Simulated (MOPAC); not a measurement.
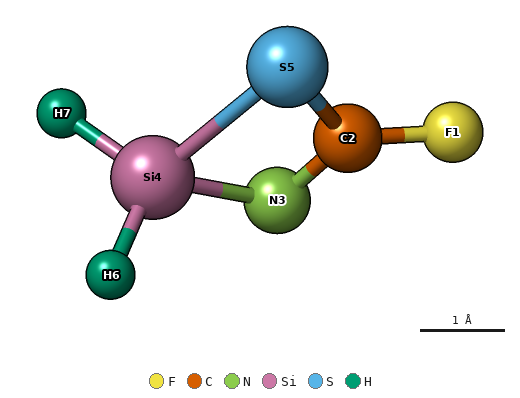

**Figure 1.** The input geometry (ball-and-stick view, seen at a tilt; atoms are numbered from 1 in the order of the input). Bond lengths as drawn: C–F 1.33 Å, C–N 1.30 Å, C–S 1.82 Å, H–Si 1.49 Å, N–Si 1.80 Å and S–Si 2.36 Å.

**Run report: CH2FNSSi (charge +1), geometry relaxation**

System: CH2FNSSi, charge +1, multiplicity 2.
Method: PM3, unrestricted (MOPAC 23.2.5).

The starting geometry was optimised with PM3.

Input (mol.mop)
```
PM3 GNORM=0.05 CYCLES=300 UHF DOUBLET CHARGE=1 DISP THREADS=1 AUX(PRECISION=6)
CH2FNSSi

F      1.090113 +1    -2.062053 +1     1.181054 +1
C      0.648214 +1    -0.963331 +1     0.584243 +1
N     -0.602848 +1    -0.889565 +1     0.235271 +1
Si    -0.634125 +1     0.753890 +1    -0.498583 +1
S      1.618091 +1     0.519427 +1     0.175650 +1
H     -1.406150 +1     1.791402 +1     0.238488 +1
H     -0.844547 +1     0.815670 +1    -1.970838 +1
```

Command:
```bash
mopac mol.mop
```

Output
```
MOPAC v23.2.5
PM3 CALCULATION RESULTS

 *  PM3        - The PM3 Hamiltonian to be used
 *  DOUBLET    - SPIN STATE DEFINED AS A DOUBLET
 *  UHF        - UNRESTRICTED HARTREE-FOCK CALCULATION
 *
 *
 *
 *                 CHARGE ON SYSTEM = +1
 *
 *
 *
 *  THREADS=1  - MULTI-THREADING NOT USED
 *  CYCLES=    - DO A MAXIMUM OF 300 STEPS
 *  GNORM      - EXIT WHEN GRADIENT NORM DROPS BELOW 0.050
 *  AUX        - OUTPUT AUXILIARY INFORMATION
 *  DISP       - PRINT DISPERSION AND HYDROGEN BOND ENERGIES
PM3 GNORM=0.05 CYCLES=300 UHF DOUBLET CHARGE=1 DISP THREADS=1 AUX(PRECISION=6)
 CH2FNSSi

   ATOM   CHEMICAL          X               Y               Z
  NUMBER   SYMBOL      (ANGSTROMS)     (ANGSTROMS)     (ANGSTROMS)

     1       F          1.09011300  *  -2.06205300  *   1.18105400  *
     2       C          0.64821400  *  -0.96333100  *   0.58424300  *
     3       N         -0.60284800  *  -0.88956500  *   0.23527100  *
     4      Si         -0.63412500  *   0.75389000  *  -0.49858300  *
     5       S          1.61809100  *   0.51942700  *   0.17565000  *
     6       H         -1.40615000  *   1.79140200  *   0.23848800  *
     7       H         -0.84454700  *   0.81567000  *  -1.97083800  *

          CARTESIAN COORDINATES

    NO.       ATOM           X           Y           Z

     1         F          1.0901     -2.0621      1.1811
     2         C          0.6482     -0.9633      0.5842
     3         N         -0.6028     -0.8896      0.2353
     4        Si         -0.6341      0.7539     -0.4986
     5         S          1.6181      0.5194      0.1757
     6         H         -1.4062      1.7914      0.2385
     7         H         -0.8445      0.8157     -1.9708

           Empirical Formula: C H2 N F Si S  =     7 atoms

      MOLECULAR POINT GROUP   :   Cs

 DOUBLET STATE CALCULATION

          UHF CALCULATION, NO. OF ALPHA ELECTRONS =   14
                           NO. OF BETA  ELECTRONS =   13

          Geometry optimization using EF

          DIAGONAL MATRIX USED AS START HESSIAN
```

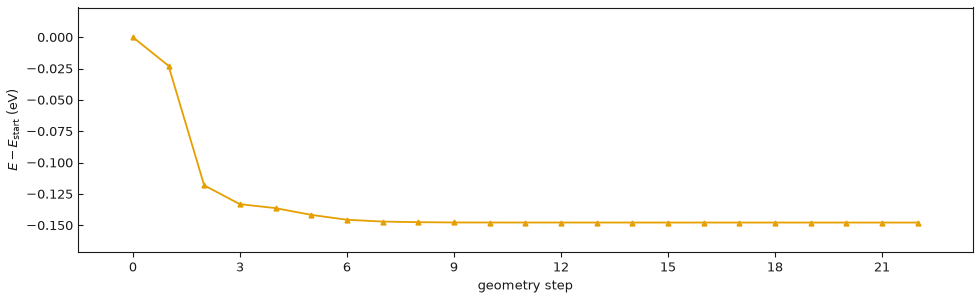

**Figure 2.** Progress of the relaxation, step by step (steps are counted from 0).

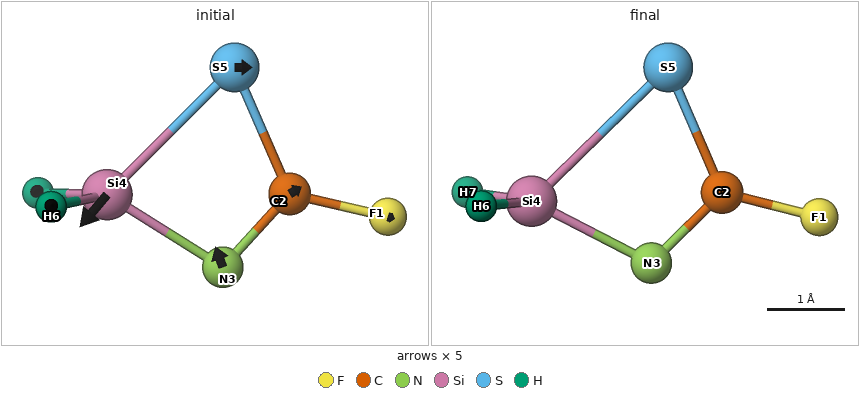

**Figure 3.** Before (left) and after (right) the relaxation, at one scale (ball-and-stick view, seen on its broad side). The black arrows give the displacements, magnified 5 times. The energy falls by 0.148 eV in 22 geometry steps. Largest force component: 1.6 eV/Å at the start, 0.00091 eV/Å at the end. The atom that moves furthest after the best rigid fit is Si4 (0.11 Å). Largest moves by element: Si 0.11 Å, N 0.06 Å, S 0.05 Å, C 0.04 Å, H 0.03 Å, F 0.02 Å. Among the contacts that change: Si4–S5 2.363 → 2.508 Å, N3–Si4 1.800 → 1.776 Å, C2–S5 1.818 → 1.794 Å, Si4–H6 1.489 → 1.478 Å. Among the angles that change: C2–N3–Si4 100.2° → 107.7°, H6–Si4–H7 112.8° → 118.7°, N3–Si4–S5 77.1° → 71.8°. (Atoms are counted from 1 in the order of the input.)

```
 CYCLE:     1 TIME:   0.000 TIME LEFT:  2.00D  GRAD.:    58.497 HEAT:  196.0495
 CYCLE:     2 TIME:   0.008 TIME LEFT:  2.00D  GRAD.:   100.991 HEAT:  195.5231
 CYCLE:     3 TIME:   0.000 TIME LEFT:  2.00D  GRAD.:    22.325 HEAT:  193.3244
 CYCLE:     4 TIME:   0.000 TIME LEFT:  2.00D  GRAD.:    32.487 HEAT:  192.9784
 CYCLE:     5 TIME:   0.008 TIME LEFT:  2.00D  GRAD.:    24.586 HEAT:  192.9060
 CYCLE:     6 TIME:   0.000 TIME LEFT:  2.00D  GRAD.:    15.449 HEAT:  192.7818
 CYCLE:     7 TIME:   0.000 TIME LEFT:  2.00D  GRAD.:     9.953 HEAT:  192.6926
 CYCLE:     8 TIME:   0.000 TIME LEFT:  2.00D  GRAD.:     3.361 HEAT:  192.6583
 CYCLE:     9 TIME:   0.000 TIME LEFT:  2.00D  GRAD.:     2.103 HEAT:  192.6474
 CYCLE:    10 TIME:   0.008 TIME LEFT:  2.00D  GRAD.:     0.848 HEAT:  192.6420
 CYCLE:    11 TIME:   0.000 TIME LEFT:  2.00D  GRAD.:     0.382 HEAT:  192.6414
 CYCLE:    12 TIME:   0.000 TIME LEFT:  2.00D  GRAD.:     0.328 HEAT:  192.6413
 CYCLE:    13 TIME:   0.000 TIME LEFT:  2.00D  GRAD.:     0.388 HEAT:  192.6410
 CYCLE:    14 TIME:   0.000 TIME LEFT:  2.00D  GRAD.:     0.353 HEAT:  192.6409
 CYCLE:    15 TIME:   0.008 TIME LEFT:  2.00D  GRAD.:     0.262 HEAT:  192.6406
 CYCLE:    16 TIME:   0.000 TIME LEFT:  2.00D  GRAD.:     0.167 HEAT:  192.6405
 CYCLE:    17 TIME:   0.000 TIME LEFT:  2.00D  GRAD.:     0.092 HEAT:  192.6405
 CYCLE:    18 TIME:   0.000 TIME LEFT:  2.00D  GRAD.:     0.073 HEAT:  192.6405
 CYCLE:    19 TIME:   0.000 TIME LEFT:  2.00D  GRAD.:     0.086 HEAT:  192.6405
 CYCLE:    20 TIME:   0.000 TIME LEFT:  2.00D  GRAD.:     0.083 HEAT:  192.6405
 CYCLE:    21 TIME:   0.000 TIME LEFT:  2.00D  GRAD.:     0.088 HEAT:  192.6404
 CYCLE:    22 TIME:   0.008 TIME LEFT:  2.00D  GRAD.:     0.050 HEAT:  192.6404
 CYCLE:    23 TIME:   0.000 TIME LEFT:  2.00D  GRAD.:     0.037 HEAT:  192.6404

     GRADIENT =  0.03710 IS LESS THAN CUTOFF =  0.05000

 -------------------------------------------------------------------------------
 PM3 GNORM=0.05 CYCLES=300 UHF DOUBLET CHARGE=1 DISP THREADS=1 AUX(PRECISION=6)
 CH2FNSSi

     GEOMETRY OPTIMISED USING EIGENVECTOR FOLLOWING (EF).
     SCF FIELD WAS ACHIEVED

                              PM3 CALCULATION

          FINAL HEAT OF FORMATION =        192.64038 KCAL/MOL =     806.00735 KJ/MOL

          TOTAL ENERGY            =     -23074.93503 KCAL/MOL = ELECTRONIC ENERGY + CORE-CORE REPULSION
          ENERGY OF ATOMS         =      23267.57541 KCAL/MOL
                              SUM =        192.64038 KCAL/MOL
          DISPERSION ENERGY       =          0.00000 KCAL/MOL
                              SUM =        192.64038 KCAL/MOL = FINAL HEAT OF FORMATION

          TOTAL ENERGY            =      -1000.62389 EV
          ELECTRONIC ENERGY       =      -2682.03383 EV
          CORE-CORE REPULSION     =       1681.40995 EV
          COSMO AREA              =        127.41 SQUARE ANGSTROMS
          COSMO VOLUME            =        120.32 CUBIC ANGSTROMS

          GRADIENT NORM           =          0.03710          =       0.01402 PER ATOM
          IONIZATION POTENTIAL    =         14.813928 EV
          ALPHA SOMO LUMO (EV)    =        -15.437 -7.147
          BETA  SOMO LUMO (EV)    =        -14.814 -8.136
          NO. OF ALPHA ELECTRONS  =         14
          NO. OF BETA  ELECTRONS  =         13
          MOLECULAR WEIGHT        =        107.1774         POINT GROUP:  Cs

          MOLECULAR DIMENSIONS (Angstroms)

            Atom       Atom       Distance
            H     7    F     1     4.71913
            S     5    H     6     2.64918
            H     6    N     3     1.82178

          SCF CALCULATIONS        =         25

          WALL-CLOCK TIME         =      0.047 SECONDS
          COMPUTATION TIME        =      0.044 SECONDS

   ATOM   CHEMICAL          X               Y               Z
  NUMBER   SYMBOL      (ANGSTROMS)     (ANGSTROMS)     (ANGSTROMS)

     1       F          1.09629868  *  -2.07612106  *   1.19068706  *
     2       C          0.68525699  *  -0.97142264  *   0.59721276  *
     3       N         -0.56298670  *  -0.83821342  *   0.21998732  *
     4      Si         -0.73331090  *   0.76320511  *  -0.52789810  *
     5       S          1.65141862  *   0.48667619  *   0.19833263  *
     6       H         -1.39545815  *   1.81865467  *   0.26637751  *
     7       H         -0.82295321  *   0.82153658  *  -2.00152834  *

                             CARTESIAN COORDINATES

   1    F        1.096298682    -2.076121059     1.190687060
   2    C        0.685256990    -0.971422643     0.597212756
   3    N       -0.562986699    -0.838213421     0.219987317
   4   Si       -0.733310905     0.763205111    -0.527898103
   5    S        1.651418620     0.486676193     0.198332627
   6    H       -1.395458154     1.818654670     0.266377508
   7    H       -0.822953214     0.821536577    -2.001528339

           Empirical Formula: C H2 N F Si S  =     7 atoms

      MOLECULAR POINT GROUP   :   Cs

          ALPHA EIGENVALUES
 -39.00851 -30.70372 -30.21754 -23.40097 -22.88414 -22.50098 -21.56894 -19.85885
 -19.32779 -19.21174 -17.47025 -17.26054 -16.18893 -15.43732  -7.14745  -6.30503
  -5.24903  -5.24092  -3.64581  -2.58943  -1.17963  -0.31540

           BETA EIGENVALUES
 -38.77768 -30.35869 -28.13623 -23.36616 -22.66434 -22.29715 -21.33705 -19.23432
 -18.92163 -18.31933 -16.82566 -16.04254 -14.81393  -8.13616  -6.90242  -5.90598
  -5.25417  -5.01567  -3.61317  -2.41733  -1.42371  -0.47653

              NET ATOMIC CHARGES AND DIPOLE CONTRIBUTIONS

  ATOM NO.   TYPE          CHARGE      No. of ELECS.   s-Pop       p-Pop
    1          F          -0.002869        7.0029     1.74430     5.25857
    2          C          -0.007264        4.0073     1.23150     2.77577
    3          N          -0.173208        5.1732     1.62999     3.54322
    4         Si           1.027029        2.9730     0.98400     1.98897
    5          S           0.331217        5.6688     1.93397     3.73482
    6          H          -0.087491        1.0875     1.08749
    7          H          -0.087414        1.0874     1.08741
 DIPOLE           X         Y         Z       TOTAL
 POINT-CHG.    -1.927     5.227    -2.796     6.234
 HYBRID         0.087    -0.357     0.182     0.410
 SUM           -1.840     4.871    -2.614     5.826

          ATOMIC ORBITAL ELECTRON POPULATIONS

     Atom    s        px        py        pz
    1  F   1.74430   1.90656   1.53313   1.81888
    2  C   1.23150   0.91162   0.90249   0.96166
    3  N   1.62999   1.16311   1.34707   1.03304
    4 Si   0.98400   0.48998   0.66206   0.83693
    5  S   1.93397   1.54927   1.04853   1.13702
    6  H   1.08749
    7  H   1.08741

                    (SZ)    =    0.500000
                    (S**2)  =    0.909184

          ATOMIC ORBITAL SPIN POPULATIONS

    Atom   Total    s     px     py     pz
         Atomic
    1  F -0.0277  0.000 -0.001 -0.007 -0.020
    2  C -0.4269 -0.049 -0.066 -0.085 -0.227
    3  N  0.4041  0.013  0.012  0.042  0.337
    4 Si -0.1432 -0.014 -0.087 -0.019 -0.023
    5  S  1.1425  0.011  0.147  0.261  0.723
    6  H  0.0256  0.026
    7  H  0.0256  0.026

 *                    *
 * JOB ENDED NORMALLY *
 *                    *

 TOTAL JOB TIME:             0.05 SECONDS

 == MOPAC DONE ==
```

Trajectory as extended XYZ (Å, eV, eV/Å), 15 of the 23 frames kept, from step=0 to step=22
```
7
Properties=species:S:1:pos:R:3:forces:R:3 step=0 energy=8.50151
F     1.0901   -2.0621    1.1811    0.0695   0.3522  -0.1368
C     0.6482   -0.9633    0.5842    0.7250  -1.0305   0.6383
N    -0.6028   -0.8896    0.2353    0.0618   0.8610  -0.3646
Si   -0.6341    0.7539   -0.4986   -1.6247   0.2490  -0.5222
S     1.6181    0.5194    0.1757    0.4153  -0.3527   0.2608
H    -1.4062    1.7914    0.2385    0.1832  -0.0501   0.0377
H    -0.8445    0.8157   -1.9708    0.1699  -0.0288   0.0867
7
Properties=species:S:1:pos:R:3:forces:R:3 step=2 energy=8.38334
F     1.1089   -2.0758    1.1915   -0.1858   0.2681  -0.1632
C     0.6649   -0.9799    0.5963   -0.0020  -0.1124   0.0768
N    -0.5885   -0.8447    0.2205    0.5655  -0.0786   0.1336
Si   -0.6930    0.7669   -0.5228   -0.4396  -0.0217   0.0503
S     1.6369    0.4988    0.1902    0.0454  -0.2587   0.1056
H    -1.3989    1.7897    0.2470   -0.0333   0.1816   0.1306
H    -0.8392    0.8148   -1.9656    0.0497   0.0218  -0.3338
7
Properties=species:S:1:pos:R:3:forces:R:3 step=3 energy=8.36834
F     1.1100   -2.0700    1.1861   -0.0942  -0.1145   0.0119
C     0.6664   -0.9777    0.5917    0.9361  -0.0639   0.3630
N    -0.5697   -0.8381    0.2327   -0.7999   0.1737  -0.3941
Si   -0.7153    0.7700   -0.5307   -0.1539  -0.2182  -0.0402
S     1.6428    0.4839    0.2016    0.0974   0.0962  -0.0725
H    -1.3980    1.7989    0.2614   -0.0307   0.1271   0.0516
H    -0.8364    0.8156   -2.0091    0.0451  -0.0004   0.0803
7
Properties=species:S:1:pos:R:3:forces:R:3 step=5 energy=8.35981
F     1.1067   -2.0779    1.1874   -0.0803   0.0167   0.0109
C     0.6809   -0.9732    0.6037   -0.1821   0.0821  -0.1143
N    -0.5710   -0.8364    0.2262    0.2668   0.1303  -0.0636
Si   -0.7285    0.7698   -0.5402   -0.0113  -0.2434   0.4443
S     1.6493    0.4838    0.2016   -0.0391   0.0041  -0.0292
H    -1.3980    1.8107    0.2781    0.0392  -0.0096  -0.0759
H    -0.8342    0.8180   -1.9976    0.0069   0.0199  -0.1723
7
Properties=species:S:1:pos:R:3:forces:R:3 step=6 energy=8.35594
F     1.1024   -2.0741    1.1890   -0.0683  -0.0207   0.0099
C     0.6759   -0.9738    0.5980    0.3330   0.0002   0.0726
N    -0.5672   -0.8359    0.2209   -0.1894  -0.0778  -0.0378
Si   -0.7240    0.7640   -0.5284   -0.1175   0.0624  -0.0396
S     1.6488    0.4864    0.1990    0.0156  -0.0035  -0.0037
H    -1.3973    1.8098    0.2656    0.0030   0.0352   0.0099
H    -0.8336    0.8184   -2.0003    0.0236   0.0043  -0.0113
7
Properties=species:S:1:pos:R:3:forces:R:3 step=8 energy=8.35398
F     1.0991   -2.0757    1.1904   -0.0349  -0.0024  -0.0005
C     0.6834   -0.9719    0.5981   -0.0114   0.0086  -0.0118
N    -0.5646   -0.8363    0.2198    0.0513  -0.0370   0.0177
Si   -0.7317    0.7643   -0.5301   -0.0221   0.0035   0.0259
S     1.6517    0.4852    0.2000   -0.0049   0.0212  -0.0180
H    -1.3966    1.8156    0.2694    0.0103   0.0011  -0.0141
H    -0.8316    0.8199   -2.0032    0.0118   0.0050   0.0008
7
Properties=species:S:1:pos:R:3:forces:R:3 step=9 energy=8.35375
F     1.0962   -2.0762    1.1909   -0.0053   0.0034   0.0006
C     0.6849   -0.9715    0.5975    0.0145   0.0019   0.0002
N    -0.5627   -0.8380    0.2193   -0.0017   0.0063  -0.0039
Si   -0.7329    0.7636   -0.5289   -0.0059  -0.0089   0.0205
S     1.6526    0.4866    0.1992   -0.0164  -0.0023  -0.0075
H    -1.3961    1.8176    0.2673    0.0056  -0.0020  -0.0034
H    -0.8304    0.8208   -2.0015    0.0091   0.0016  -0.0065
7
Properties=species:S:1:pos:R:3:forces:R:3 step=11 energy=8.35372
F     1.0954   -2.0762    1.1913    0.0048   0.0008   0.0000
C     0.6858   -0.9714    0.5971   -0.0025  -0.0002   0.0012
N    -0.5620   -0.8381    0.2188   -0.0030  -0.0005   0.0031
Si   -0.7332    0.7633   -0.5282   -0.0033  -0.0003  -0.0013
S     1.6523    0.4867    0.1989   -0.0063   0.0004  -0.0053
H    -1.3957    1.8182    0.2667    0.0023  -0.0005   0.0016
H    -0.8296    0.8213   -2.0015    0.0079   0.0004   0.0007
7
Properties=species:S:1:pos:R:3:forces:R:3 step=13 energy=8.35370
F     1.0958   -2.0763    1.1913    0.0032   0.0019  -0.0006
C     0.6857   -0.9716    0.5973   -0.0086   0.0027  -0.0012
N    -0.5622   -0.8381    0.2192   -0.0009  -0.0021   0.0012
Si   -0.7329    0.7635   -0.5282   -0.0054  -0.0050  -0.0006
S     1.6513    0.4867    0.1985    0.0061   0.0011  -0.0018
H    -1.3950    1.8179    0.2673    0.0002   0.0014   0.0006
H    -0.8275    0.8218   -2.0018    0.0053   0.0000   0.0024
7
Properties=species:S:1:pos:R:3:forces:R:3 step=14 energy=8.35369
F     1.0959   -2.0762    1.1913    0.0030   0.0040  -0.0006
C     0.6856   -0.9714    0.5974   -0.0033  -0.0017  -0.0019
N    -0.5624   -0.8384    0.2193   -0.0040  -0.0010   0.0017
Si   -0.7333    0.7631   -0.5281   -0.0004   0.0019   0.0044
S     1.6512    0.4868    0.1982    0.0051  -0.0009   0.0009
H    -1.3941    1.8183    0.2677   -0.0012  -0.0013  -0.0015
H    -0.8245    0.8227   -2.0014    0.0007  -0.0010  -0.0029
7
Properties=species:S:1:pos:R:3:forces:R:3 step=16 energy=8.35368
F     1.0961   -2.0760    1.1911    0.0004   0.0003   0.0007
C     0.6853   -0.9714    0.5973    0.0003  -0.0007  -0.0016
N    -0.5628   -0.8385    0.2194   -0.0007   0.0011   0.0014
Si   -0.7332    0.7631   -0.5281   -0.0004  -0.0002   0.0000
S     1.6513    0.4867    0.1983    0.0013  -0.0002  -0.0005
H    -1.3942    1.8182    0.2676   -0.0020   0.0006  -0.0003
H    -0.8243    0.8226   -2.0016    0.0010  -0.0009   0.0003
7
Properties=species:S:1:pos:R:3:forces:R:3 step=17 energy=8.35368
F     1.0961   -2.0759    1.1911    0.0004  -0.0001   0.0003
C     0.6853   -0.9714    0.5972   -0.0004  -0.0004  -0.0002
N    -0.5628   -0.8385    0.2195    0.0006   0.0008   0.0010
Si   -0.7333    0.7631   -0.5281    0.0003   0.0003  -0.0001
S     1.6514    0.4867    0.1983    0.0001  -0.0001  -0.0011
H    -1.3942    1.8182    0.2675   -0.0020   0.0005  -0.0003
H    -0.8242    0.8225   -2.0016    0.0009  -0.0009   0.0004
7
Properties=species:S:1:pos:R:3:forces:R:3 step=19 energy=8.35368
F     1.0963   -2.0759    1.1909   -0.0004  -0.0004   0.0002
C     0.6852   -0.9714    0.5972    0.0006   0.0002   0.0012
N    -0.5630   -0.8384    0.2197    0.0015   0.0002   0.0003
Si   -0.7333    0.7631   -0.5280    0.0008   0.0005   0.0001
S     1.6515    0.4867    0.1984   -0.0014  -0.0001  -0.0015
H    -1.3946    1.8184    0.2671   -0.0015   0.0003  -0.0002
H    -0.8237    0.8222   -2.0016    0.0005  -0.0007  -0.0001
7
Properties=species:S:1:pos:R:3:forces:R:3 step=20 energy=8.35368
F     1.0964   -2.0761    1.1907   -0.0009   0.0001   0.0005
C     0.6852   -0.9714    0.5972    0.0010   0.0012   0.0023
N    -0.5631   -0.8382    0.2200    0.0011  -0.0007  -0.0011
Si   -0.7333    0.7632   -0.5279    0.0003  -0.0001  -0.0002
S     1.6514    0.4867    0.1984   -0.0009   0.0001  -0.0011
H    -1.3954    1.8187    0.2664   -0.0003  -0.0005  -0.0001
H    -0.8228    0.8215   -2.0015   -0.0002  -0.0001  -0.0004
7
Properties=species:S:1:pos:R:3:forces:R:3 step=22 energy=8.35368
F     1.0963   -2.0761    1.1907    0.0002   0.0004   0.0003
C     0.6853   -0.9714    0.5972    0.0001   0.0000   0.0001
N    -0.5630   -0.8382    0.2200   -0.0002   0.0004   0.0009
Si   -0.7333    0.7632   -0.5279   -0.0001  -0.0003  -0.0003
S     1.6514    0.4867    0.1983    0.0001   0.0002  -0.0006
H    -1.3955    1.8187    0.2664   -0.0005  -0.0004  -0.0003
H    -0.8230    0.8215   -2.0015    0.0003  -0.0003  -0.0002
```

Key numbers

- outcome: converged
- total energy: −36.772250 hartree
- dispersion energy: 0.000000 hartree
- heat of formation: 192.64 kcal/mol
- basis functions: 22
- largest force: 0.001 eV/Å
- ⟨S²⟩: 0.909
- hardware: 1 thread of Arm Neoverse V1, 24 GiB of memory available, shared host
- peak memory: 0.091 GiB

Notes

⟨S²⟩ is 0.91 against 0.75 for a pure state: the solution is spin-contaminated. MOPAC's energies along a path are heats of formation.
